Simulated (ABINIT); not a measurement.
**SiPbS3 (Pm-3m): phonons by linear response**

How does SiPbS3 (Pm-3m) vibrate, and is this structure a minimum?

Calculated with ABINIT 10.8.3; DFT PBEsol, scalar-relativistic, plane waves, PseudoDojo norm-conserving pseudopotentials.

The structure was built from a prototype and need not be the compound's stable phase.

## 1. The starting structure

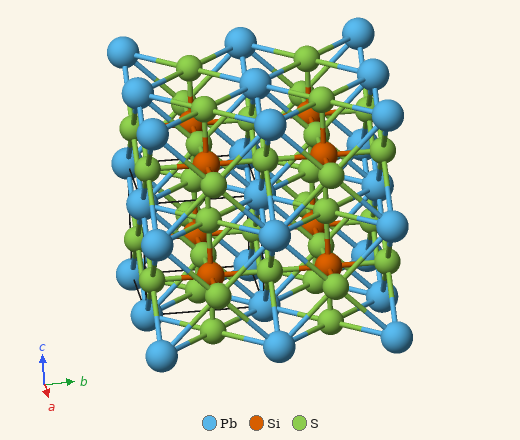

Start, viewed slightly off an axis; lead blue, silicon orange, sulfur green. 2×2×2 cells are drawn. Some periodic images of atoms are drawn too.

As a file:

```cif
data_structure
_symmetry_space_group_name_H-M 'P 1'
_symmetry_Int_Tables_number 1
_cell_length_a 4.3904
_cell_length_b 4.3904
_cell_length_c 4.3904
_cell_angle_alpha 90.000
_cell_angle_beta 90.000
_cell_angle_gamma 90.000
_cell_volume 84.63
loop_
_atom_site_label
_atom_site_type_symbol
_atom_site_fract_x
_atom_site_fract_y
_atom_site_fract_z
_atom_site_occupancy
Pb1 Pb 0.00000 0.00000 0.00000 1
Si2 Si 0.50000 0.50000 0.50000 1
S3 S 0.50000 0.50000 0.00000 1
S4 S 0.50000 0.00000 0.50000 1
S5 S 0.00000 0.50000 0.50000 1
```

## 2. A probe with smearing

A first run with smearing and empty bands tells whether the crystal has a gap, which decides between fixed occupations and smearing later on.

probe.abi

```
# ground state
tolvrs 1.0d-08
prtden 1
prtwf 1

# basis, mesh and filling
ecut 25.5
ngkpt 4 4 4
nshiftk 1
shiftk 0.0 0.0 0.0
istwfk *1
occopt 7
tsmear 0.005
nband 26
nstep 100
diemac 9.0
prtebands 0
prtgsr 0
useylm 1

# cell and atoms
acell 3*1.0 Angstrom
rprim 
    4.3904 0.0 0.0
    0.0 4.3904 0.0
    0.0 0.0 4.3904
ntypat 3
znucl 82 14 16
natom 5
typat 1 2 3 3 3
xred 
    0.0 0.0 0.0
    0.5 0.5 0.5
    0.5 0.5 0.0
    0.5 0.0 0.5
    0.0 0.5 0.5
pp_dirpath "./pseudo"
pseudos "Pb.upf, Si.upf, S.upf"
```

Run with:

```bash
> OMP_NUM_THREADS=1 mpirun -n 4 abinit probe.abi > probe.log
```

Numbers of over 12 decimals in the logs are rounded to 6 here.

probe.abo, the main output file:

```text
[banners, grids, parts of the stress and lines that vanish by symmetry left out]
- input  file    -> probe.abi
- output file    -> probe.abo
- root for input  files -> probei
[...]
Symmetries : space group Pm -3 m (#221); Bravais cP (primitive cubic)
[...]
mpw =        3544          nfft =       64000          nkpt =          10
[...]
== DATASET  1 ==================================================================
[...]
cutoff_energies: {ecut:  25.5, pawecutdg:  -1.0, }
[...]
ETOT  1  -107.45468083325    -1.075E+02 8.086E-02 1.642E+02
 ETOT  2  -107.58061482451    -1.259E-01 4.568E-03 1.540E+01
 ETOT  3  -107.58619202856    -5.577E-03 1.766E-03 2.099E-01
 ETOT  4  -107.58624182034    -4.979E-05 1.404E-03 3.165E-03
 ETOT  5  -107.58624295125    -1.131E-06 5.046E-04 3.074E-04
 ETOT  6  -107.58624301859    -6.735E-08 8.311E-04 5.588E-06
 ETOT  7  -107.58624302034    -1.745E-09 5.421E-04 1.542E-07
 ETOT  8  -107.58624302039    -4.962E-11 1.455E-03 1.751E-09
 At SCF step    8       vres2   =  1.75E-09 < tolvrs=  1.00E-08 =>converged.
[...]
sigma(1 1)= -4.27489266E-04  sigma(3 2)=  0.00000000E+00
  sigma(2 2)= -4.27489266E-04  sigma(3 1)=  0.00000000E+00
  sigma(3 3)= -4.27489266E-04  sigma(2 1)=  0.00000000E+00
[...]
convergence: {deltae: -4.962E-11, res2:  1.751E-09, residm:  1.455E-03, diffor: null, }
etotal    :  -1.07586243E+02
[...]
sigma(1 1)= -4.27489266E-04  sigma(3 2)=  0.00000000E+00
  sigma(2 2)= -4.27489266E-04  sigma(3 1)=  0.00000000E+00
  sigma(3 3)= -4.27489266E-04  sigma(2 1)=  0.00000000E+00
[...]
- sigma(1 1)= -1.25771684E+01  sigma(3 2)=  0.00000000E+00
- sigma(2 2)= -1.25771684E+01  sigma(3 1)=  0.00000000E+00
- sigma(3 3)= -1.25771684E+01  sigma(2 1)=  0.00000000E+00
[...]
fcart     -0.0000000000E+00 -0.0000000000E+00 -0.0000000000E+00
           strten     -4.2748926590E-04 -4.2748926590E-04 -4.2748926590E-04
================================================================================

[key lines of the parts left out:]
pressure_GPa:   1.2577E+01
```

Wall time 12 s (4 MPI ranks of Arm Neoverse V1, shared host).

Numbers from this step:

* volume per atom: 16.93 Å³
* pressure: 12.58 GPa
* gap on the k-mesh: 0 eV

No gap opens on this mesh, so smearing is kept; the printed pressure holds the stress of the finite basis too.

## 3. Rough relaxation

The typed start is rough, so a first relaxation with smearing and loose thresholds takes it towards rest cheaply.

prerelax.abi

```
# relaxation
ionmov 2
optcell 2
dilatmx 1.15
chkdilatmx 0
ntime 40
tolmxf 3.0d-04
tolvrs 1.0d-10
prtwf 0
prtden 0
chksymtnons 0

# basis, mesh and filling
ecut 26.0
ecutsm 3.0
ngkpt 4 4 4
nshiftk 1
shiftk 0.0 0.0 0.0
istwfk *1
occopt 7
tsmear 0.005
nband 26
nstep 100
diemac 1000000.0
prtebands 0
prtgsr 0
useylm 1

# cell and atoms
acell 3*1.0 Angstrom
rprim 
    4.3904 0.0 0.0
    0.0 4.3904 0.0
    0.0 0.0 4.3904
ntypat 3
znucl 82 14 16
natom 5
typat 1 2 3 3 3
xred 
    0.0 0.0 0.0
    0.5 0.5 0.5
    0.5 0.5 0.0
    0.5 0.0 0.5
    0.0 0.5 0.5
pp_dirpath "./pseudo"
pseudos "Pb.upf, Si.upf, S.upf"
```

Run with:

```bash
> OMP_NUM_THREADS=1 mpirun -n 4 abinit prerelax.abi > prerelax.log
```

prerelax.abo, the main output file:

```text
[banners, grids, parts of the stress and lines that vanish by symmetry left out]
- input  file    -> prerelax.abi
- output file    -> prerelax.abo
- root for input  files -> prerelaxi
[...]
Symmetries : space group Pm -3 m (#221); Bravais cP (primitive cubic)
[...]
mpw =        5528          nfft =       91125          nkpt =          10
[...]
== DATASET  1 ==================================================================
[...]
cutoff_energies: {ecut:  26.0, pawecutdg:  -1.0, }
[...]
ETOT  1  -107.40557238562    -1.074E+02 9.815E-02 2.649E+02
 ETOT  2  -107.58131268022    -1.757E-01 9.062E-03 1.838E+01
 ETOT  3  -107.58607761114    -4.765E-03 4.526E-03 2.494E-01
 ETOT  4  -107.58611217486    -3.456E-05 4.455E-03 5.219E-03
 ETOT  5  -107.58611315589    -9.810E-07 2.335E-03 2.057E-04
[...]
At SCF step    9       vres2   =  6.43E-12 < tolvrs=  1.00E-10 =>converged.
[...]
ETOT  8  -107.59992309165    -3.780E-12 1.316E-05 1.379E-12
 At SCF step    8       vres2   =  1.38E-12 < tolvrs=  1.00E-10 =>converged.
[...]
sigma(1 1)= -1.21477985E-07  sigma(3 2)=  0.00000000E+00
  sigma(2 2)= -1.21477985E-07  sigma(3 1)=  0.00000000E+00
  sigma(3 3)= -1.21477985E-07  sigma(2 1)=  0.00000000E+00
[...]
convergence: {deltae: -3.780E-12, res2:  1.379E-12, residm:  1.316E-05, diffor: null, }
etotal    :  -1.07599923E+02
[...]
At Broyd/MD step   5, gradients are converged :
[...]
sigma(1 1)= -1.21477985E-07  sigma(3 2)=  0.00000000E+00
  sigma(2 2)= -1.21477985E-07  sigma(3 1)=  0.00000000E+00
  sigma(3 3)= -1.21477985E-07  sigma(2 1)=  0.00000000E+00
[...]
- sigma(1 1)= -3.57400572E-03  sigma(3 2)=  0.00000000E+00
- sigma(2 2)= -3.57400572E-03  sigma(3 1)=  0.00000000E+00
- sigma(3 3)= -3.57400572E-03  sigma(2 1)=  0.00000000E+00
[...]
fcart     -0.0000000000E+00 -0.0000000000E+00 -0.0000000000E+00
           strten     -1.2147798515E-07 -1.2147798515E-07 -1.2147798515E-07
================================================================================

[key lines of the parts left out:]
pressure_GPa:   3.5740E-03
Total energy (etotal) [Ha]= -1.07599923091649E+02
```

It took 83 s on 4 MPI ranks; 5.6 min of CPU time.

Step by step:

```tsv
step	energy less that of the first step (eV)	largest force (eV/Å)	volume (Å³)
1	0.0000	0.0000	84.63
2	-0.2094	0.0000	87.94
3	-0.3712	0.0000	94.07
4	-0.3757	0.0000	95.21
5	-0.3758	0.0000	95.40
```

```tsv
conventional cell, symmetrised	before	after	change
a (Å)	4.390	4.569	+4.1 %
b (Å)	4.390	4.569	+4.1 %
c (Å)	4.390	4.569	+4.1 %
volume (Å³/atom)	16.93	19.08	+12.7 %
```

The relaxed structure:

```
Pb Si S
1.0
     4.56927    0.00000    0.00000
     0.00000    4.56927    0.00000
     0.00000    0.00000    4.56927
Pb Si S
1 1 3
Cartesian
  0.0000 0.0000 0.0000
  2.2846 2.2846 2.2846
  2.2846 2.2846 0.0000
  2.2846 0.0000 2.2846
  0.0000 2.2846 2.2846
```

This step gave:

* volume per atom: 19.08 Å³
* pressure: 0.003574 GPa

The volume changes by +12.7 % in this run and stands +12.7 % from the first cell.

## 4. Rough relaxation

The cell changed much, so the rough relaxation is repeated on a basis made for the new cell.

Changes to prerelax.abi since step 3:

```diff
@@ -31,5 +31,5 @@
 rprim 
-    4.3904 0.0 0.0
-    0.0 4.3904 0.0
-    0.0 0.0 4.3904
+    4.56926672 0.0 0.0
+    0.0 4.56926672 0.0
+    0.0 0.0 4.56926672
 ntypat 3
```

prerelax.abo, the main output file:

```text
[banners, grids, parts of the stress and lines that vanish by symmetry left out]
- input  file    -> prerelax.abi
- output file    -> prerelax.abo
- root for input  files -> prerelaxi
[...]
Symmetries : space group Pm -3 m (#221); Bravais cP (primitive cubic)
[...]
mpw =        6238          nfft =      110592          nkpt =          10
[...]
== DATASET  1 ==================================================================
[...]
cutoff_energies: {ecut:  26.0, pawecutdg:  -1.0, }
[...]
ETOT  1  -107.42740806199    -1.074E+02 1.052E-01 3.004E+02
 ETOT  2  -107.59111173384    -1.637E-01 8.084E-03 3.898E+01
 ETOT  3  -107.59980861593    -8.697E-03 2.429E-03 1.283E+00
 ETOT  4  -107.59991407107    -1.055E-04 2.205E-03 4.914E-02
 ETOT  5  -107.59992206454    -7.993E-06 1.422E-03 7.279E-03
[...]
ETOT  9  -107.59992310261     1.634E-12 2.742E-04 2.171E-10
 ETOT 10  -107.59992310261    -1.478E-12 2.281E-04 3.101E-12
 At SCF step   10       vres2   =  3.10E-12 < tolvrs=  1.00E-10 =>converged.
[...]
sigma(1 1)= -1.21438832E-07  sigma(3 2)=  0.00000000E+00
  sigma(2 2)= -1.21438832E-07  sigma(3 1)=  0.00000000E+00
  sigma(3 3)= -1.21438832E-07  sigma(2 1)=  0.00000000E+00
[...]
convergence: {deltae: -1.478E-12, res2:  3.101E-12, residm:  2.281E-04, diffor: null, }
etotal    :  -1.07599923E+02
[...]
At Broyd/MD step   1, gradients are converged :
[...]
sigma(1 1)= -1.21438832E-07  sigma(3 2)=  0.00000000E+00
  sigma(2 2)= -1.21438832E-07  sigma(3 1)=  0.00000000E+00
  sigma(3 3)= -1.21438832E-07  sigma(2 1)=  0.00000000E+00
[...]
- sigma(1 1)= -3.57285378E-03  sigma(3 2)=  0.00000000E+00
- sigma(2 2)= -3.57285378E-03  sigma(3 1)=  0.00000000E+00
- sigma(3 3)= -3.57285378E-03  sigma(2 1)=  0.00000000E+00
[...]
fcart     -0.0000000000E+00 -0.0000000000E+00 -0.0000000000E+00
           strten     -1.2143883180E-07 -1.2143883180E-07 -1.2143883180E-07
================================================================================

[key lines of the parts left out:]
pressure_GPa:   3.5729E-03
Total energy (etotal) [Ha]= -1.07599923102611E+02
```

It took 21 s on 4 MPI ranks.

Little changed from the start: no atom moved by 0.005 Å and no cell edge by 0.1 %.

Read from the output:

| Quantity | Value |
| --- | --- |
| pressure | 0.003573 GPa |

The volume changes by +0.0 % in this run and stands +12.7 % from the first cell.

## 5. Relaxation

The harmonic expansion needs vanishing forces, and a free crystal bears no stress, so cell and atoms are brought to rest. Stress is more sensitive to the basis than forces are: the last 3 Ha under the cutoff are smoothed with ecutsm, and the cutoff is raised above that of the later runs.

relax.abi

```
# relaxation
ionmov 2
optcell 2
dilatmx 1.08
ntime 40
tolmxf 1.0d-05
tolvrs 1.0d-14
prtwf 0
prtden 0
chksymtnons 0

# basis, mesh and filling
ecut 32.0
ecutsm 3.0
ngkpt 6 6 6
nshiftk 1
shiftk 0.0 0.0 0.0
istwfk *1
occopt 7
tsmear 0.01
nband 26
nstep 100
diemac 1000000.0
prtebands 0
prtgsr 0
useylm 1

# cell and atoms
acell 3*1.0 Angstrom
rprim 
    4.569266723 0.0 0.0
    0.0 4.569266723 0.0
    0.0 0.0 4.569266723
ntypat 3
znucl 82 14 16
natom 5
typat 1 2 3 3 3
xred 
    0.0 0.0 0.0
    0.5 0.5 0.5
    0.5 0.5 0.0
    0.5 0.0 0.5
    0.0 0.5 0.5
pp_dirpath "./pseudo"
pseudos "Pb.upf, Si.upf, S.upf"
```

Run with:

```bash
> OMP_NUM_THREADS=1 mpirun -n 4 abinit relax.abi > relax.log
```

relax.abo, the main output file:

```text
[banners, grids, parts of the stress and lines that vanish by symmetry left out]
- input  file    -> relax.abi
- output file    -> relax.abo
- root for input  files -> relaxi
[...]
Symmetries : space group Pm -3 m (#221); Bravais cP (primitive cubic)
[...]
mpw =        7088          nfft =      110592          nkpt =          20
[...]
== DATASET  1 ==================================================================
[...]
cutoff_energies: {ecut:  32.0, pawecutdg:  -1.0, }
[...]
ETOT  1  -107.37277886159    -1.074E+02 1.378E-01 3.283E+02
 ETOT  2  -107.58394842382    -2.112E-01 4.384E-03 5.665E+01
 ETOT  3  -107.59739125346    -1.344E-02 1.911E-03 3.601E+00
 ETOT  4  -107.59794268791    -5.514E-04 1.536E-03 6.579E-02
 ETOT  5  -107.59795853919    -1.585E-05 1.968E-03 2.496E-03
[...]
At SCF step   12       vres2   =  5.26E-16 < tolvrs=  1.00E-14 =>converged.
[...]
sigma(1 1)= -3.09614906E-05  sigma(3 2)=  0.00000000E+00
  sigma(2 2)= -3.09614906E-05  sigma(3 1)=  0.00000000E+00
  sigma(3 3)= -3.09614906E-05  sigma(2 1)=  0.00000000E+00
[...]
convergence: {deltae: -2.316E-12, res2:  5.262E-16, residm:  1.466E-04, diffor: null, }
etotal    :  -1.07597959E+02
[...]
ETOT  1  -107.59793748090    -1.076E+02 1.327E-04 7.445E-01
[...]
At SCF step   10       vres2   =  2.05E-15 < tolvrs=  1.00E-14 =>converged.
[...]
sigma(1 1)= -2.31240680E-05  sigma(3 2)=  0.00000000E+00
  sigma(2 2)= -2.31240680E-05  sigma(3 1)=  0.00000000E+00
  sigma(3 3)= -2.31240680E-05  sigma(2 1)=  0.00000000E+00
[...]
convergence: {deltae: -3.098E-12, res2:  2.054E-15, residm:  6.530E-05, diffor: null, }
etotal    :  -1.07598007E+02
[...]
ETOT  1  -107.59745111697    -1.076E+02 4.907E-05 6.582E+00
[...]
At SCF step   11       vres2   =  3.72E-16 < tolvrs=  1.00E-14 =>converged.
[...]
sigma(1 1)= -2.91015545E-07  sigma(3 2)=  0.00000000E+00
  sigma(2 2)= -2.91015545E-07  sigma(3 1)=  0.00000000E+00
  sigma(3 3)= -2.91015545E-07  sigma(2 1)=  0.00000000E+00
[...]
convergence: {deltae:  6.011E-12, res2:  3.722E-16, residm:  4.370E-06, diffor: null, }
etotal    :  -1.07598070E+02
[...]
ETOT  1  -107.59806976529    -1.076E+02 3.160E-06 1.090E-03
[...]
ETOT  8  -107.59806986803     4.221E-12 1.858E-06 1.736E-14
 ETOT  9  -107.59806986804    -6.210E-12 4.342E-06 3.484E-16
 At SCF step    9       vres2   =  3.48E-16 < tolvrs=  1.00E-14 =>converged.
[...]
sigma(1 1)= -2.83501893E-09  sigma(3 2)=  0.00000000E+00
  sigma(2 2)= -2.83501894E-09  sigma(3 1)=  0.00000000E+00
  sigma(3 3)= -2.83501894E-09  sigma(2 1)=  0.00000000E+00
[...]
convergence: {deltae: -6.210E-12, res2:  3.484E-16, residm:  4.342E-06, diffor: null, }
etotal    :  -1.07598070E+02
[...]
At Broyd/MD step   4, gradients are converged :
[...]
sigma(1 1)= -2.83501893E-09  sigma(3 2)=  0.00000000E+00
  sigma(2 2)= -2.83501894E-09  sigma(3 1)=  0.00000000E+00
  sigma(3 3)= -2.83501894E-09  sigma(2 1)=  0.00000000E+00
[...]
- sigma(1 1)= -8.34091367E-05  sigma(3 2)=  0.00000000E+00
- sigma(2 2)= -8.34091369E-05  sigma(3 1)=  0.00000000E+00
- sigma(3 3)= -8.34091370E-05  sigma(2 1)=  0.00000000E+00
[...]
fcart     -0.0000000000E+00 -0.0000000000E+00 -0.0000000000E+00
           strten     -2.8350189332E-09 -2.8350189392E-09 -2.8350189444E-09
================================================================================

[key lines of the parts left out:]
pressure_GPa:   8.3409E-05
Total energy (etotal) [Ha]= -1.07598069868037E+02
```

It took 2.3 min on 4 MPI ranks.

Step by step:

```tsv
step	energy less that of the first step (eV)	largest force (eV/Å)	volume (Å³)
1	0.0000	0.0000	95.40
2	-0.0013	0.0000	95.66
3	-0.0030	0.0000	96.46
4	-0.0030	0.0000	96.47
```

```tsv
conventional cell, symmetrised	before	after	change
a (Å)	4.569	4.586	+0.4 %
b (Å)	4.569	4.586	+0.4 %
c (Å)	4.569	4.586	+0.4 %
volume (Å³/atom)	19.08	19.29	+1.1 %
```

Numbers from this step:

- volume per atom: 19.29 Å³
- pressure: 8.34e-5 GPa

The volume changes by +1.1 % in this run and stands +14.0 % from the first cell.

## 6. Self-consistent run for the response

The response is built on these wavefunctions, so the potential is converged far more tightly than an energy would need. Smearing stays on, as the first look found no gap above 0.3 eV.

gs.abi

```
# ground state
tolvrs 1.0d-16
prtden 1
prtwf 1

# basis, mesh and filling
ecut 25.5
ngkpt 6 6 6
nshiftk 1
shiftk 0.0 0.0 0.0
istwfk *1
occopt 7
tsmear 0.01
nband 26
nstep 100
diemac 1000000.0
prtebands 0
prtgsr 0
useylm 1

# cell and atoms
acell 3*1.0 Angstrom
rprim 
    4.586334917 0.0 0.0
    0.0 4.586334917 0.0
    0.0 0.0 4.586334917
ntypat 3
znucl 82 14 16
natom 5
typat 1 2 3 3 3
xred 
    0.0 0.0 0.0
    0.5 0.5 0.5
    0.5 0.5 0.0
    0.5 0.0 0.5
    0.0 0.5 0.5
pp_dirpath "./pseudo"
pseudos "Pb.upf, Si.upf, S.upf"
```

Run with:

```bash
> OMP_NUM_THREADS=1 mpirun -n 4 abinit gs.abi > gs.log
```

gs.abo, the main output file:

```text
[banners, grids, parts of the stress and lines that vanish by symmetry left out]
- input  file    -> gs.abi
- output file    -> gs.abo
- root for input  files -> gsi
[...]
Symmetries : space group Pm -3 m (#221); Bravais cP (primitive cubic)
[...]
mpw =        4032          nfft =       64000          nkpt =          20
[...]
== DATASET  1 ==================================================================
[...]
cutoff_energies: {ecut:  25.5, pawecutdg:  -1.0, }
[...]
ETOT  1  -107.39450074478    -1.074E+02 1.874E-01 1.795E+02
 ETOT  2  -107.58579973373    -1.913E-01 9.167E-03 2.870E+01
 ETOT  3  -107.59737986184    -1.158E-02 2.115E-03 2.252E+00
 ETOT  4  -107.59797684547    -5.970E-04 2.204E-03 6.832E-02
 ETOT  5  -107.59800274542    -2.590E-05 1.662E-03 1.191E-03
[...]
ETOT 12  -107.59800294292    -1.606E-12 1.796E-04 1.566E-15
 ETOT 13  -107.59800294293    -1.890E-12 9.130E-05 7.075E-17
 At SCF step   13       vres2   =  7.08E-17 < tolvrs=  1.00E-16 =>converged.
[...]
sigma(1 1)=  1.61504547E-06  sigma(3 2)=  0.00000000E+00
  sigma(2 2)=  1.61504547E-06  sigma(3 1)=  0.00000000E+00
  sigma(3 3)=  1.61504547E-06  sigma(2 1)=  0.00000000E+00
[...]
convergence: {deltae: -1.890E-12, res2:  7.075E-17, residm:  9.130E-05, diffor: null, }
etotal    :  -1.07598003E+02
[...]
sigma(1 1)=  1.61504547E-06  sigma(3 2)=  0.00000000E+00
  sigma(2 2)=  1.61504547E-06  sigma(3 1)=  0.00000000E+00
  sigma(3 3)=  1.61504547E-06  sigma(2 1)=  0.00000000E+00
[...]
- sigma(1 1)=  4.75162782E-02  sigma(3 2)=  0.00000000E+00
- sigma(2 2)=  4.75162782E-02  sigma(3 1)=  0.00000000E+00
- sigma(3 3)=  4.75162782E-02  sigma(2 1)=  0.00000000E+00
[...]
fcart     -0.0000000000E+00 -0.0000000000E+00 -0.0000000000E+00
           strten      1.6150454694E-06  1.6150454694E-06  1.6150454694E-06
================================================================================

[key lines of the parts left out:]
pressure_GPa:  -4.7516E-02
```

Wall time 29 s (4 MPI ranks); 2 min of CPU time.

Numbers from this step:

```yaml
pressure: -0.04752 GPa
```

The cell stands at -0.048 GPa, close enough for phonons.

(Continued in part 2 of 4.)

[Host names and launcher messages were left out of these logs when they were recorded.]

[Logs are printed without paths, hosts, clocks, repeated set-up lines and the standing remarks that a program may print on its own settings, such as how far it seeks lower states.]

[Hosts, paths, dates, database ids (printed as entryN), source tags and the programs' standing remarks are cut or masked in the printed files.]
